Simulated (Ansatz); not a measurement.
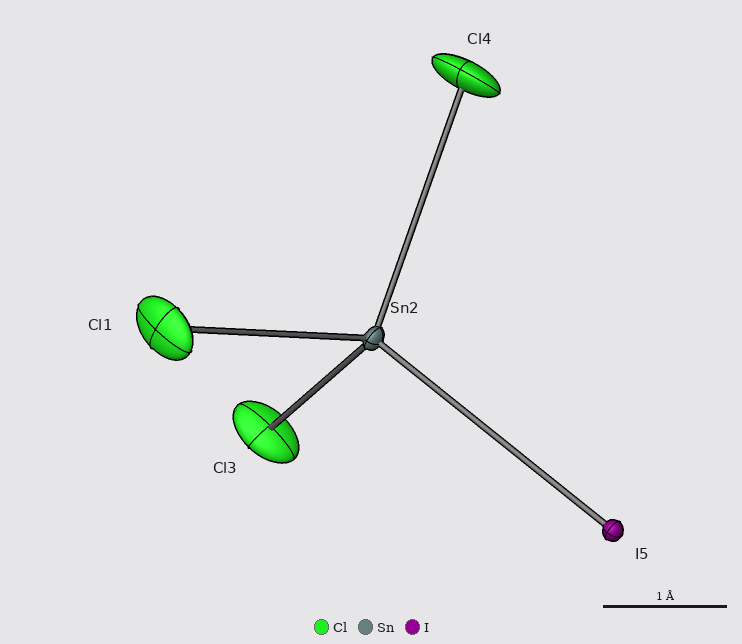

Displacement ellipsoids at the 50 % level, enlarged 1.5 times, from the internal vibrations of the free molecule (harmonic, no overall translation or rotation; no half-axis is drawn under 0.075 Å). Vibrations computed with RKS PBE0-D4/def2-TZVP, core potentials on I, Sn (Ansatz 0.2.0). Temperature: 298 K.

**Which atom moves most?**

Cl1, Cl3, Cl4, with U_eq = 0.0101 Å².

Give the displacement parameters, one line for each set of equivalent atoms.

| atom | U_eq (Å²) | rms amplitudes (Å) |
| --- | --- | --- |
| Cl1, Cl3, Cl4 | 0.0101 | 0.052, 0.092, 0.138 |
| Sn2 | 0.0019 | 0.032, 0.048, 0.048 |
| I5 | 0.0016 | 0.037, 0.040, 0.040 |
